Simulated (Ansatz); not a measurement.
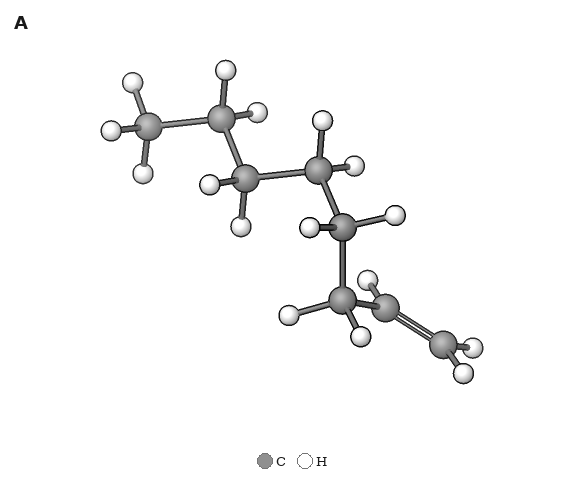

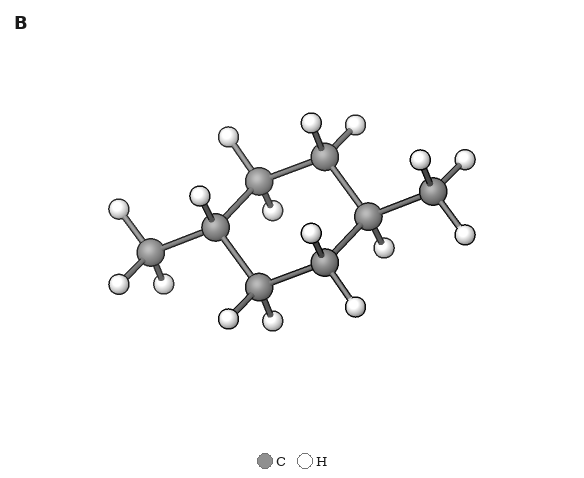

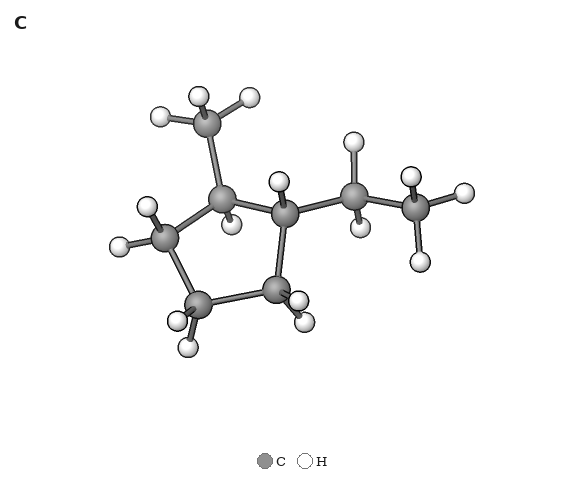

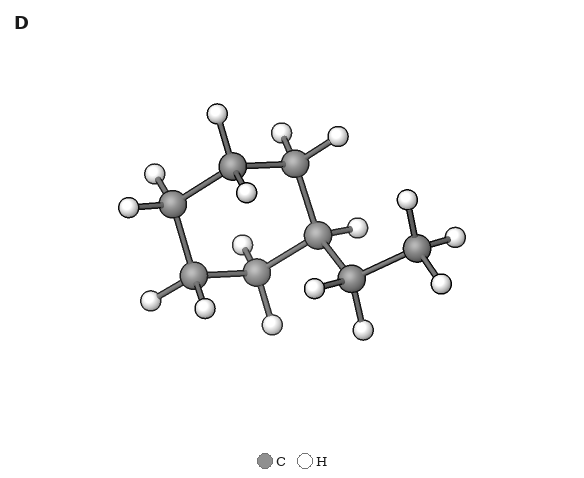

4 stationary structures of one formula. Geometries: PBE-D4/def2-SVP. Electronic energies: PBE-D4/def2-SVP (Ansatz 0.2.0), without zero-point energy. No frequency run is at hand to confirm each as a minimum. Each is one conformer, not always the lowest.

> Rank them by energy, lowest first.

B is lowest; D lies 15.0 kJ/mol above it, C lies 30.1 kJ/mol above it, A lies 120.9 kJ/mol above it. A is `C=CCCCCCC`, B is `C[C@H]1CC[C@H](C)CC1`, C is `CC[C@@H]1CCC[C@H]1C`, D is `CCC1CCCCC1`.
